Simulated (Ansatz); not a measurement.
The relaxed structure here is a generated cell of CdS: the first start was made by placing the elements on the sites of a structure type, and the end was not matched to a known phase here, so it may be hypothetical. Known forms of CdS include space group No. 186, 216.

One stationary structure of CdS. Computed with PBEsol (plane waves to 420 eV, PAW, scalar-relativistic; Ansatz, a quantum-chemistry and plane-wave program).

P6₃/mmc (No. 194), hP4, NiAs type; a = b = 3.809 Å, c = 6.364 Å, α = β = 90.00°, γ = 120.00°.

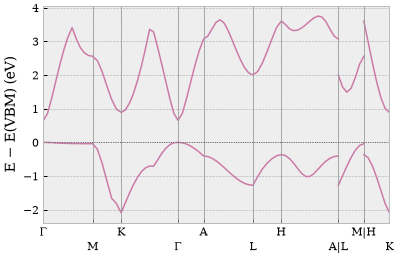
Fig. 1. Highest filled and lowest empty band along the path of this cell's Brillouin zone

Read off the gap and say whether it is direct.

0.65 eV, direct at Γ (no spin-orbit coupling).

How far does the top valence band disperse along this path?

About 2.1 eV.

No spin polarisation in the result.

The run could not lose the symmetry of its start; a randomly shaken copy of 8 atoms returns to this structure.

All atoms sit on sites fixed by symmetry, so only the cell could relax.
